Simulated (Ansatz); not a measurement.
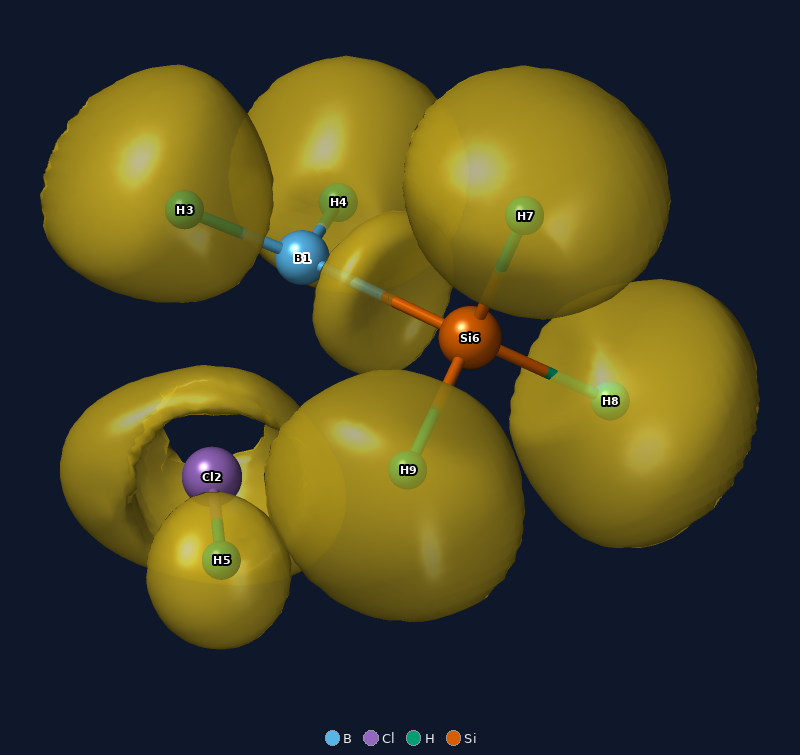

*BH$_{5}$Si···HCl. Isosurface of the ELF at 0.85 (yellow), seen at an oblique angle. Only the valence region is drawn (cores and ρ < 0.01 e/Å³ removed).*

The product side of a reaction path; geometry: PBE0-D4/def2-TZVP.

These are results of RKS PBE0-D4/def2-TZVPP in Ansatz, not measurements.

The calculation's input:

```
crystal:
  periodic: [false, false, false]
  atoms:
    - {symbol: B, position_ang: [-0.707835, -0.817700, -0.001304]}
    - {symbol: Cl, position_ang: [-1.655254, 0.752287, -1.189633]}
    - {symbol: H, position_ang: [-0.571273, -1.638292, -0.863269]}
    - {symbol: H, position_ang: [-1.624830, -0.976825, 0.754144]}
    - {symbol: H, position_ang: [-0.595267, 1.272596, -1.702620]}
    - {symbol: Si, position_ang: [0.937085, 0.145591, 0.642019]}
    - {symbol: H, position_ang: [1.957580, -0.792582, 1.190891]}
    - {symbol: H, position_ang: [0.676807, 1.188096, 1.676475]}
    - {symbol: H, position_ang: [1.582986, 0.866627, -0.506802]}
basis:
  gaussian: {orbitals: def2-TZVPP}
hamiltonian: {xc: pbe0, dispersion: d4}
output: {orbitals: {seedname: orbitals}}
```

Launched as:

```sh
ansatz run in.yaml --threads 2 --pin off --events-out ev --progress --plain --max-ram 4352MiB
```

Question: Describe the localisation domains.

Answer: The surface consists of one region between bonded B–Si atoms (shared pairs), six regions around hydrogen nuclei and one region wrapped around Cl (its lone pairs, merged into a ring or cap).

Values along the shortest contacts:
B1···Cl2 (2.19 Å): the ELF peaks at about 0.90 between the atoms. Si–B (2.01 Å): the ELF peaks at about 1 between the atoms; a covalent bond.
